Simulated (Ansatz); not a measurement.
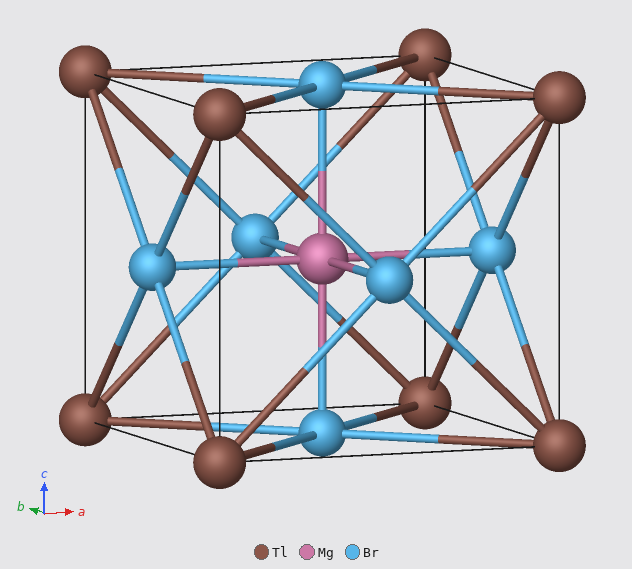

Ball-and-stick drawing of the structure, looking slightly off an axis. The frame is the conventional unit cell; atoms at its boundary are shown with their periodic copies.

MgTlBr3, space group P4/mmm (No. 123), a = 5.419 Å, b = 5.419 Å, c = 5.204 Å, α = 90.00°, β = 90.00°, γ = 90.00°. The initial geometry was a structure type filled with these elements by a generator (whether the compound takes this form wasn't checked). The cell was then strained or its atoms displaced on purpose. Ansatz was used for an electronic-structure calculation on it.

This one geometry was computed with Ansatz (DFT, plane waves, PAW) at three levels of theory: PBE, r2SCAN and HSE06. It was relaxed with r2SCAN and then strained.

How does the band gap change with the level of theory?

Answer. PBE: a gap of 2.69 eV, indirect; r2SCAN: a gap of 3.51 eV, indirect; HSE06: a gap of 3.86 eV, indirect.

Collect the results in a table.

Answer.
| level | cutoff (eV) | k-mesh of the run's cell | gap (eV) | pressure (GPa) |
| --- | --- | --- | --- | --- |
| PBE | 420 | 6×6×6 | 2.69 | 0.1 |
| r2SCAN | 500 | 6×6×6 | 3.51 | -0.9 |
| HSE06 | 420 | 4×4×4 | 3.86 | -0.5 |

Gaps are taken on the k-mesh or band path of each run.
